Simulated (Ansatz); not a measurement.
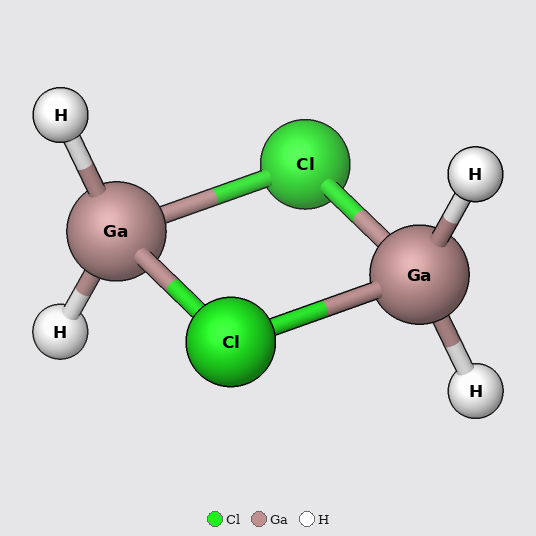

The picture shows a molecular structure as a ball-and-stick model. Every bond is drawn as one stick, whatever its order.

Describe the molecule.

The molecule is Cl₂Ga₂H₄. As SMILES it reads `[Cl+]1[GaH2-][Cl+][GaH2-]1`. The point group is D2h. Coordination, clear cases only: 2 Cl bent.

More results for the same structure follow; atom numbers are the same in all pictures, views and colours differ. Computed geometry: PBE0-D4/def2-TZVP optimisation.

### Geometry

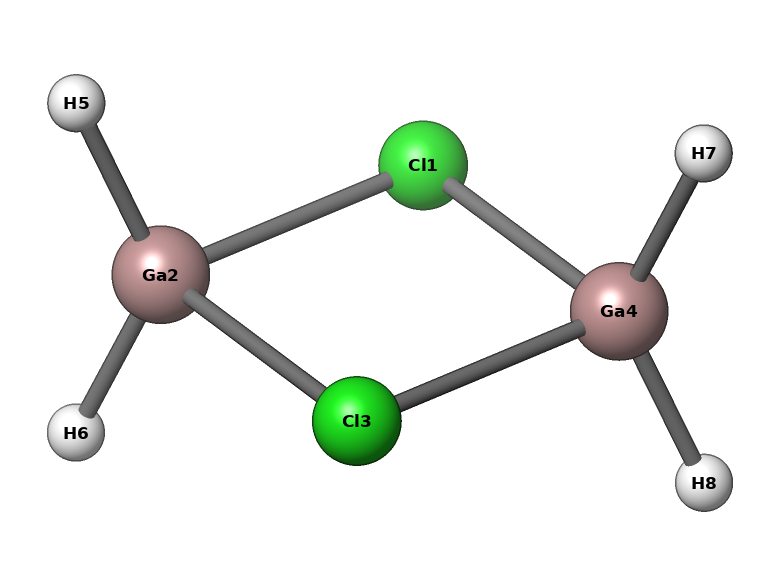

Atoms carry their numbers in the input.

Which atoms are bonded, and how long are the bonds?

```csv
bond,length (Å)
Cl1–Ga2,2.361
Cl1–Ga4,2.361
Ga2–Cl3,2.361
Ga2–H5,1.552
Ga2–H6,1.552
Cl3–Ga4,2.361
Ga4–H7,1.552
Ga4–H8,1.552
```

### Levels of theory compared

Program: Ansatz 0.2.0.

Compare HOMO–LUMO gap (eV) at these levels: B3LYP-D4/def2-TZVPP; B97M-V/def2-TZVPP; BHLYP-D4/def2-TZVPP; BLYP-D4/def2-TZVPP; PBE-D4/def2-TZVPP; SPW92 (LDA)/def2-TZVPP; r2SCANh-D4/def2-TZVPP; revPBE-D4/def2-TZVPP.

```
                 level  HOMO–LUMO gap (eV)
   B3LYP-D4/def2-TZVPP                7.05
     B97M-V/def2-TZVPP                6.05
   BHLYP-D4/def2-TZVPP                9.48
    BLYP-D4/def2-TZVPP                5.40
     PBE-D4/def2-TZVPP                5.41
SPW92 (LDA)/def2-TZVPP                5.15
 r2SCANh-D4/def2-TZVPP                6.83
  revPBE-D4/def2-TZVPP                5.52
```

### Charges

The questions are on Mulliken charges. Level of theory: RKS PBE0-D4/def2-TZVP (Ansatz 0.2.0).

Give the Mulliken charges atom by atom.

| atom | value (e) |
| --- | --- |
| Cl1 | −0.29 |
| Ga2 | 0.41 |
| Cl3 | −0.29 |
| Ga4 | 0.41 |
| H5 | −0.06 |
| H6 | −0.06 |
| H7 | −0.06 |
| H8 | −0.06 |

### Vibrations

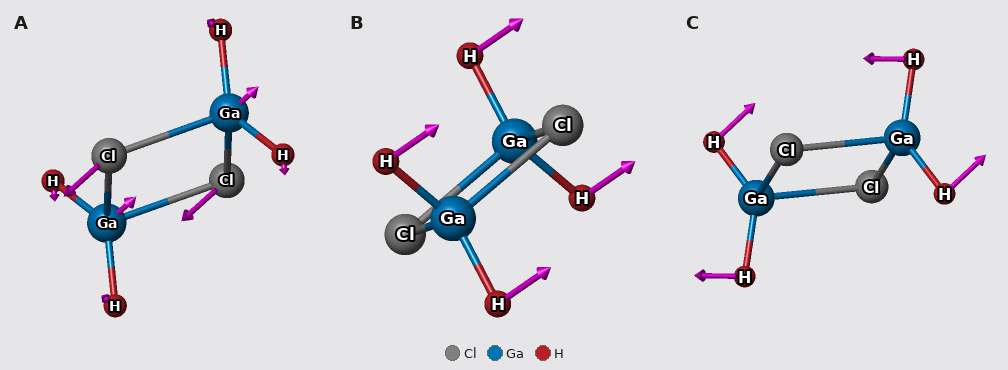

3 normal modes of one molecule or complex, as arrows. Harmonic vibrations computed with RKS PBE0-D4/def2-TZVP (Ansatz 0.2.0) at a stationary point of the same level.

**Match the panels to the wavenumbers 277 cm⁻¹, 467 cm⁻¹, 689 cm⁻¹.**

A: 277 cm⁻¹
B: 689 cm⁻¹, Cl–Ga–H bending
C: 467 cm⁻¹, Cl–Ga–H bending

Mulliken values depend strongly on the basis set and can even reverse the polarity of a bond.
